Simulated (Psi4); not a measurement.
# H₂F₂: interaction calculation

The run: interaction calculation of H₂F₂, SMILES F.F. Method and program: TPSS/cc-pVDZ, RKS, dispersion D3(0) (Psi4 1.11).

The geometry comes from this level: GFN2-xTB.

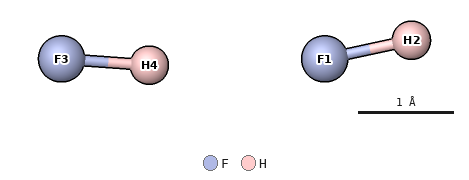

Fig. 1: The input geometry (ball-and-stick view, seen at a tilt; atoms are numbered from 1 in the order of the input). Bond lengths as drawn: F–H 0.93 to 0.94 Å.

## The input (f2h2.inp)
```
memory 1600 MB

molecule {
  0 1
  F      0.549480    -0.564530     0.503550
  H      1.280870    -0.944630     0.941000
  --
  0 1
  F     -1.174510     1.049360    -0.977730
  H     -0.655840     0.459800    -0.466820
  units angstrom
  symmetry c1
  no_reorient
  no_com
}

set {
  basis cc-pVDZ
}

e, wfn = energy("tpss-d3zero2b", bsse_type='cp', return_wfn=True)
print_variables()
```

Hardware: 1 thread of AMD EPYC (Zen 3), 24 GiB of memory available, shared host.

Launch command:
```bash
psi4 -n 1 f2h2.inp f2h2.out
```

## What the program printed
```
Psi4 1.11 release

  //>>>>>>>>>>>>>>>>>>>>>>>>>>>>>>>>>>>//
  //   ManyBody Setup: N-Body Levels 2 //
  //<<<<<<<<<<<<<<<<<<<<<<<<<<<<<<<<<<<//

    Model chemistry "(auto)" (§A):          3
        Number of 1-body computations:      2 (nocp: 0, cp: 2, vmfc_compute: 0)
        Number of 2-body computations:      1 (nocp: 0, cp: 1, vmfc_compute: 0)

    -----------------------------------------------------------------------
                               Psi4 1.11 release

    h
    h
    h

    -----------------------------------------------------------------------

    Memory:     1.5 GiB
    Threads:    1
                ecpint, einsums, f̶o̶r̶t̶e̶, gauxc, gcp, g̶d̶m̶a̶, geometric, g̶p̶u̶_̶d̶f̶c̶c̶,
                i̶n̶t̶e̶g̶r̶a̶t̶o̶r̶x̶x̶, i̶p̶i̶, libefp, m̶d̶i̶, m̶p̶2̶d̶, m̶r̶c̶c̶, ooo,
                o̶p̶e̶n̶f̶e̶r̶m̶i̶o̶n̶p̶s̶i̶4̶, pcmsolver, p̶s̶i̶4̶f̶o̶c̶k̶c̶i̶, p̶s̶i̶x̶a̶s̶,
                p̶y̶e̶i̶n̶s̶u̶m̶s̶, r̶e̶s̶p̶, s̶i̶m̶i̶n̶t̶, s̶n̶s̶m̶p̶2̶,
                v̶2̶r̶d̶m̶_̶c̶a̶s̶s̶c̶f̶

   => Loading Basis Set <=

    Name: CC-PVDZ
    Role: ORBITAL
    Keyword: BASIS

   => TPSS-D3: Empirical Dispersion <=

        s6 =       1.000000
        s8 =       1.105000
       sr6 =       1.166000
    alpha6 =      14.000000
       sr8 =       1.000000

         ---------------------------------------------------------
                                   SCF
                              RKS Reference
                        1 Threads,   1525 MiB Core
         ---------------------------------------------------------

  ==> Geometry <==

    Molecular point group: c1
    Full point group: C1

    Geometry (in Bohr), charge = 0, multiplicity = 1:

       Center              X                  Y                   Z               Mass
    ------------   -----------------  -----------------  -----------------  -----------------
      Gh(F)           1.038366711417    -1.066807089605     0.951571590474    18.998403162730
      Gh(H)           2.420493502315    -1.785091989891     1.778232284056     1.007825032230
         F           -2.219502231612     1.983003007010    -1.847641924644    18.998403162730
         H           -1.239357982120     0.868896072486    -0.882161949886     1.007825032230

  Running in c1 symmetry.

  Rotational constants: A =    189.04053  B =      0.19575  C =      0.19554 [cm^-1]
  Rotational constants: A = 5667292.66323  B =   5868.31414  C =   5862.24396 [MHz]
  Nuclear repulsion =    5.083797705537089

  Charge       = 0
  Multiplicity = 1
  Electrons    = 10
  Nalpha       = 5
  Nbeta        = 5

  ==> Algorithm <==

  SCF Algorithm Type is DF.
  DIIS enabled.
  MOM disabled.
  Fractional occupation disabled.
  Guess Type is SAD.
  Energy threshold   = 1.00e-06
  Density threshold  = 1.00e-06
  Integral threshold = 1.00e-12

  ==> Primary Basis <==

  Basis Set: CC-PVDZ
    Blend: CC-PVDZ
    Number of shells: 18
    Number of basis functions: 38
    Number of Cartesian functions: 40
    Spherical Harmonics?: true
    Max angular momentum: 2

  ==> DFT Potential <==

   => LibXC <=

    Version 7.1.2

   => Composite Functional: TPSS-D3ZERO2B <=

    TPSS Meta-GGA XC Functional

    Deriv               =              1
    GGA                 =           TRUE
    Meta                =           TRUE

    Exchange Hybrid     =          FALSE
    MP2 Hybrid          =          FALSE

   => Exchange Functionals <=

    1.0000   XC_MGGA_X_TPSS

   => Correlation Functionals <=

    1.0000   XC_MGGA_C_TPSS

   => LibXC Density Thresholds  <==

    XC_MGGA_C_TPSS:  1.00E-15
    XC_MGGA_X_TPSS:  1.00E-15

   => Molecular Quadrature <=

    Radial Scheme          =       TREUTLER
    Pruning Scheme         =           NONE
    Nuclear Scheme         =       TREUTLER

    Blocking Scheme        =         OCTREE
    BS radius alpha        =              1
    Pruning alpha          =              1
    Radial Points          =             75
    Spherical Points       =            302
    Total Points           =          88367
    Total Blocks           =            709
    Max Points             =            256
    Max Functions          =             38
    Weights Tolerance      =       1.00E-15

   => Loading Basis Set <=

    Name: (CC-PVDZ AUX)
    Role: JKFIT
    Keyword: DF_BASIS_SCF

  ==> Integral Setup <==

  DFHelper Memory: AOs need 0.002 GiB; user supplied 0.925 GiB.
  SCF_SUBTYPE=INCORE selected. In-core MEM_DF algorithm will be used.
  Using in-core AOs.

  ==> MemDFJK: Density-Fitted J/K Matrices <==

    J tasked:                   Yes
    K tasked:                    No
    wK tasked:                   No
    Memory [MiB]:               947
    Algorithm:                 Core
    Schwarz Cutoff:           1E-12
    Mask sparsity (%):       0.0000
    Fitting Condition:        1E-10

   => Auxiliary Basis Set <=

  Basis Set: (CC-PVDZ AUX)
    Blend: CC-PVDZ-JKFIT
    Number of shells: 66
    Number of basis functions: 186
    Number of Cartesian functions: 212
    Spherical Harmonics?: true
    Max angular momentum: 3

  Cached 100.0% of DFT collocation blocks in 0.193 [GiB].

  Minimum eigenvalue in the overlap matrix is 4.6710048920E-02.
  Reciprocal condition number of the overlap matrix is 1.5750779647E-02.
    Using symmetric orthogonalization.

  ==> Pre-Iterations <==

  SCF Guess: Superposition of Atomic Densities via on-the-fly atomic UHF (no occupation information).

   -------------------------
    Irrep   Nso     Nmo
   -------------------------
     A         38      38
   -------------------------
    Total      38      38
   -------------------------

  ==> Iterations <==

                           Total Energy        Delta E     RMS |[F,P]|

   @DF-RKS iter SAD:  -100.24113663146098   -1.00241e+02   0.00000e+00
   @DF-RKS iter   1:  -100.38773519574082   -1.46599e-01   1.06946e-02 DIIS/ADIIS
   @DF-RKS iter   2:  -100.31891557685590    6.88196e-02   1.64302e-02 DIIS/ADIIS
   @DF-RKS iter   3:  -100.43922673319489   -1.20311e-01   4.25406e-04 DIIS/ADIIS
   @DF-RKS iter   4:  -100.43929847780920   -7.17446e-05   4.69063e-05 DIIS
   @DF-RKS iter   5:  -100.43929959106762   -1.11326e-06   7.98636e-06 DIIS
   @DF-RKS iter   6:  -100.43929961638690   -2.53193e-08   3.85999e-07 DIIS
  Energy and wave function converged.

  ==> Post-Iterations <==

   Electrons on quadrature grid:
      Ntotal   =    9.9999999856 ; deviation = -1.441e-08

    Orbital Energies [Eh]
    ---------------------

    Doubly Occupied:

       1A    -24.387972     2A     -1.088507     3A     -0.459635
       4A     -0.312987     5A     -0.312978

    Virtual:

       6A      0.020313     7A      0.158687     8A      0.512945
       9A      0.622053    10A      0.759039    11A      0.759720
      12A      0.908825    13A      1.078961    14A      1.080902
      15A      1.122576    16A      1.339973    17A      1.341864
      18A      1.713743    19A      1.895206    20A      1.983059
      21A      1.983566    22A      2.209935    23A      3.039961
      24A      3.540809    25A      3.556815    26A      3.556815
      27A      3.796628    28A      3.798544    29A      4.557955
      30A      5.644773    31A      5.644795    32A      5.919017
      33A      5.919453    34A      6.602141    35A      6.764618
      36A      6.780600    37A      7.826041    38A     42.710265

    Final Occupation by Irrep:
              A
    DOCC [     5 ]
    NA   [     5 ]
    NB   [     5 ]

  @DF-RKS Final Energy:  -100.43929961638690

   => Energetics <=

    Nuclear Repulsion Energy =              5.0837977055370889
    One-Electron Energy =                -150.4972703177818971
    Two-Electron Energy =                  55.8378626452870819
    DFT Exchange-Correlation Energy =     -10.8636892234768982
    Empirical Dispersion Energy =          -0.0000004259522731
    VV10 Nonlocal Energy =                  0.0000000000000000
    Total Energy =                       -100.4392996163869043

Computation Completed

Properties will be evaluated at   0.000000,   0.000000,   0.000000 [a0]

Properties computed using the SCF density matrix

 Multipole Moments:

 ------------------------------------------------------------------------------------
     Multipole            Electronic (a.u.)      Nuclear  (a.u.)        Total (a.u.)
 ------------------------------------------------------------------------------------

 L = 1.  Multiply by 2.5417464519 to convert [e a0] to [Debye]
 Dipole X            :         21.5986750          -21.2148781            0.3837969
 Dipole Y            :        -19.1531588           18.7159231           -0.4372357
 Dipole Z            :         17.8896106          -17.5109393            0.3786714
 Magnitude           :                                                    0.6941665

 ------------------------------------------------------------------------------------

	total time  =          4 seconds =       0.07 minutes

    Psi4 run time: 0:00:03.88

    -----------------------------------------------------------------------
                               Psi4 1.11 release

    h
    h
    h

    -----------------------------------------------------------------------

    Memory:     1.5 GiB
    Threads:    1
                ecpint, einsums, f̶o̶r̶t̶e̶, gauxc, gcp, g̶d̶m̶a̶, geometric, g̶p̶u̶_̶d̶f̶c̶c̶,
                i̶n̶t̶e̶g̶r̶a̶t̶o̶r̶x̶x̶, i̶p̶i̶, libefp, m̶d̶i̶, m̶p̶2̶d̶, m̶r̶c̶c̶, ooo,
                o̶p̶e̶n̶f̶e̶r̶m̶i̶o̶n̶p̶s̶i̶4̶, pcmsolver, p̶s̶i̶4̶f̶o̶c̶k̶c̶i̶, p̶s̶i̶x̶a̶s̶,
                p̶y̶e̶i̶n̶s̶u̶m̶s̶, r̶e̶s̶p̶, s̶i̶m̶i̶n̶t̶, s̶n̶s̶m̶p̶2̶,
                v̶2̶r̶d̶m̶_̶c̶a̶s̶s̶c̶f̶

  ==> Geometry <==

    Molecular point group: c1
    Full point group: C1

    Geometry (in Bohr), charge = 0, multiplicity = 1:

       Center              X                  Y                   Z               Mass
    ------------   -----------------  -----------------  -----------------  -----------------
         F            1.038366711417    -1.066807089605     0.951571590474    18.998403162730
         H            2.420493502315    -1.785091989891     1.778232284056     1.007825032230
      Gh(F)          -2.219502231612     1.983003007010    -1.847641924644    18.998403162730
      Gh(H)          -1.239357982120     0.868896072486    -0.882161949886     1.007825032230

  Running in c1 symmetry.

  Rotational constants: A =    189.04053  B =      0.19575  C =      0.19554 [cm^-1]
  Rotational constants: A = 5667292.66323  B =   5868.31414  C =   5862.24396 [MHz]
  Nuclear repulsion =    5.103780072184730

  Charge       = 0
  Multiplicity = 1
  Electrons    = 10
  Nalpha       = 5
  Nbeta        = 5

  ==> Iterations <==

                           Total Energy        Delta E     RMS |[F,P]|

   @DF-RKS iter SAD:  -100.24251520653361   -1.00243e+02   0.00000e+00
   @DF-RKS iter   1:  -100.39075068036691   -1.48235e-01   1.06131e-02 DIIS/ADIIS
   @DF-RKS iter   2:  -100.32195479323076    6.87959e-02   1.64037e-02 DIIS/ADIIS
   @DF-RKS iter   3:  -100.44164240972057   -1.19688e-01   4.43509e-04 DIIS/ADIIS
   @DF-RKS iter   4:  -100.44172185952742   -7.94498e-05   3.82920e-05 DIIS
   @DF-RKS iter   5:  -100.44172259172136   -7.32194e-07   6.74280e-06 DIIS
   @DF-RKS iter   6:  -100.44172260985196   -1.81306e-08   3.11389e-07 DIIS
  Energy and wave function converged.

  ==> Post-Iterations <==

   Electrons on quadrature grid:
      Ntotal   =    9.9999998248 ; deviation = -1.752e-07

    Final Occupation by Irrep:
              A
    DOCC [     5 ]
    NA   [     5 ]
    NB   [     5 ]

  @DF-RKS Final Energy:  -100.44172260985196

   => Energetics <=

    Nuclear Repulsion Energy =              5.1037800721847297
    One-Electron Energy =                -150.4938687727845377
    Two-Electron Energy =                  55.8071580749689673
    DFT Exchange-Correlation Energy =     -10.8587915714380312
    Empirical Dispersion Energy =          -0.0000004127830860
    VV10 Nonlocal Energy =                  0.0000000000000000
    Total Energy =                       -100.4417226098519649

Computation Completed

Properties will be evaluated at   0.000000,   0.000000,   0.000000 [a0]

Properties computed using the SCF density matrix

 Multipole Moments:

 ------------------------------------------------------------------------------------
     Multipole            Electronic (a.u.)      Nuclear  (a.u.)        Total (a.u.)
 ------------------------------------------------------------------------------------

 L = 1.  Multiply by 2.5417464519 to convert [e a0] to [Debye]
 Dipole X            :        -11.1920378           11.7657939            0.5737561
 Dipole Y            :         11.0782831          -11.3863558           -0.3080727
 Dipole Z            :         -9.9930062           10.3423766            0.3493704
 Magnitude           :                                                    0.7390294

 ------------------------------------------------------------------------------------

	total time  =          3 seconds =       0.05 minutes

    Psi4 run time: 0:00:02.92

    -----------------------------------------------------------------------
                               Psi4 1.11 release

    h
    h
    h

    -----------------------------------------------------------------------

    Memory:     1.5 GiB
    Threads:    1
                ecpint, einsums, f̶o̶r̶t̶e̶, gauxc, gcp, g̶d̶m̶a̶, geometric, g̶p̶u̶_̶d̶f̶c̶c̶,
                i̶n̶t̶e̶g̶r̶a̶t̶o̶r̶x̶x̶, i̶p̶i̶, libefp, m̶d̶i̶, m̶p̶2̶d̶, m̶r̶c̶c̶, ooo,
                o̶p̶e̶n̶f̶e̶r̶m̶i̶o̶n̶p̶s̶i̶4̶, pcmsolver, p̶s̶i̶4̶f̶o̶c̶k̶c̶i̶, p̶s̶i̶x̶a̶s̶,
                p̶y̶e̶i̶n̶s̶u̶m̶s̶, r̶e̶s̶p̶, s̶i̶m̶i̶n̶t̶, s̶n̶s̶m̶p̶2̶,
                v̶2̶r̶d̶m̶_̶c̶a̶s̶s̶c̶f̶

  ==> Geometry <==

    Molecular point group: c1
    Full point group: C1

    Geometry (in Bohr), charge = 0, multiplicity = 1:

       Center              X                  Y                   Z               Mass
    ------------   -----------------  -----------------  -----------------  -----------------
         F            1.038366711417    -1.066807089605     0.951571590474    18.998403162730
         H            2.420493502315    -1.785091989891     1.778232284056     1.007825032230
         F           -2.219502231612     1.983003007010    -1.847641924644    18.998403162730
         H           -1.239357982120     0.868896072486    -0.882161949886     1.007825032230

  Running in c1 symmetry.

  Rotational constants: A =    189.04053  B =      0.19575  C =      0.19554 [cm^-1]
  Rotational constants: A = 5667292.66323  B =   5868.31414  C =   5862.24396 [MHz]
  Nuclear repulsion =   29.608203698180652

  Charge       = 0
  Multiplicity = 1
  Electrons    = 20
  Nalpha       = 10
  Nbeta        = 10

  ==> Iterations <==

                           Total Energy        Delta E     RMS |[F,P]|

   @DF-RKS iter SAD:  -200.51507932331009   -2.00515e+02   0.00000e+00
   @DF-RKS iter   1:  -200.79370355982300   -2.78624e-01   1.45445e-02 DIIS/ADIIS
   @DF-RKS iter   2:  -200.68802285903084    1.05681e-01   2.13581e-02 DIIS/ADIIS
   @DF-RKS iter   3:  -200.88702168266923   -1.98999e-01   6.77739e-04 DIIS/ADIIS
   @DF-RKS iter   4:  -200.88720900005467   -1.87317e-04   6.68201e-05 DIIS
   @DF-RKS iter   5:  -200.88721052494355   -1.52489e-06   3.06165e-05 DIIS
   @DF-RKS iter   6:  -200.88721094278881   -4.17845e-07   3.47854e-06 DIIS
   @DF-RKS iter   7:  -200.88721094805138   -5.26256e-09   2.16696e-07 DIIS
  Energy and wave function converged.

  ==> Post-Iterations <==

   Electrons on quadrature grid:
      Ntotal   =   19.9999998100 ; deviation = -1.900e-07

    Orbital Energies [Eh]
    ---------------------

    Doubly Occupied:

       1A    -24.432706     2A    -24.356948     3A     -1.134426
       4A     -1.059097     5A     -0.518643     6A     -0.424149
       7A     -0.357732     8A     -0.357727     9A     -0.285365
      10A     -0.285355

    Virtual:

      11A     -0.000084    12A      0.123154    13A      0.486729
      14A      0.557140    15A      1.018307    16A      1.018845
      17A      1.107654    18A      1.108663    19A      1.135209
      20A      1.225199    21A      1.271587    22A      1.273260
      23A      1.405083    24A      1.412123    25A      1.734042
      26A      1.951270    27A      2.058493    28A      2.395053
      29A      3.511157    30A      3.511193    31A      3.584593
      32A      3.584593    33A      3.750845    34A      3.751386
      35A      3.826729    36A      3.828059    37A      4.562131
      38A      4.606976

    Final Occupation by Irrep:
              A
    DOCC [    10 ]
    NA   [    10 ]
    NB   [    10 ]

  @DF-RKS Final Energy:  -200.88721094805138

   => Energetics <=

    Nuclear Repulsion Energy =             29.6082036981806525
    One-Electron Energy =                -339.7139851196678819
    Two-Electron Energy =                 130.9512719917267987
    DFT Exchange-Correlation Energy =     -21.7321824878307162
    Empirical Dispersion Energy =          -0.0005190304602138
    VV10 Nonlocal Energy =                  0.0000000000000000
    Total Energy =                       -200.8872109480513757

Computation Completed

Properties will be evaluated at   0.000000,   0.000000,   0.000000 [a0]

Properties computed using the SCF density matrix

 Multipole Moments:

 ------------------------------------------------------------------------------------
     Multipole            Electronic (a.u.)      Nuclear  (a.u.)        Total (a.u.)
 ------------------------------------------------------------------------------------

 L = 1.  Multiply by 2.5417464519 to convert [e a0] to [Debye]
 Dipole X            :         10.5127993           -9.4490842            1.0637151
 Dipole Y            :         -8.1592649            7.3295673           -0.8296975
 Dipole Z            :          7.9784195           -7.1685627            0.8098568
 Magnitude           :                                                    1.5734535

 ------------------------------------------------------------------------------------

	total time  =          3 seconds =       0.05 minutes

    Psi4 run time: 0:00:03.02

  //>>>>>>>>>>>>>>>>>>>>>>>>>>>>>>>>>>>//
  //          ManyBody Results         //
  //<<<<<<<<<<<<<<<<<<<<<<<<<<<<<<<<<<<//

   ==> N-Body: Counterpoise Corrected (CP) energies <==

              MC n-Body  Total Energy            Interaction Energy                          N-body Contribution to Interaction Energy
                         [Eh]                    [Eh]                  [kcal/mol]            [Eh]                  [kcal/mol]
              §A  1        N/A                   0.000000000000        0.000000000000        0.000000000000        0.000000000000
     FULL/RTN §A  2        N/A                  -0.006188721812       -3.883481567913       -0.006188721812       -3.883481567913

   MC Legend: §A: "(auto)"

  Variable Map:
  ----------------------------------------------------------------------------
  "CALCINFO NATOM"                                 =>       4.000000000000
  "CALCINFO NFR"                                   =>       2.000000000000
  "CALCINFO NMC"                                   =>       1.000000000000
  "CP-CORRECTED 2-BODY CONTRIBUTION TO ENERGY"     =>      -0.006188721812
  "CP-CORRECTED INTERACTION ENERGY"                =>      -0.006188721812
  "CP-CORRECTED INTERACTION ENERGY THROUGH 1-BODY" =>       0.000000000000
  "CP-CORRECTED INTERACTION ENERGY THROUGH 2-BODY" =>      -0.006188721812
  "CURRENT ENERGY"                                 =>      -0.006188721812
  "N-BODY (1)@(1, 2) TOTAL ENERGY"                 =>    -100.441722609852
  "N-BODY (1, 2)@(1, 2) TOTAL ENERGY"              =>    -200.887210948051
  "N-BODY (2)@(1, 2) TOTAL ENERGY"                 =>    -100.439299616387
  "NBODY NUMBER"                                   =>       3.000000000000
  "NUCLEAR REPULSION ENERGY"                       =>      29.608203698181

  Array Variable Map:
  ----------------------------------------------------------------------------

    Psi4 run time: 0:00:11.72

[set-up sections that repeat, and orbital energies of the middle runs, are left out above]
```

## Key numbers

- outcome: converged
- basis functions: 38
- wall time: 13 s
- peak memory: 0.43 GiB
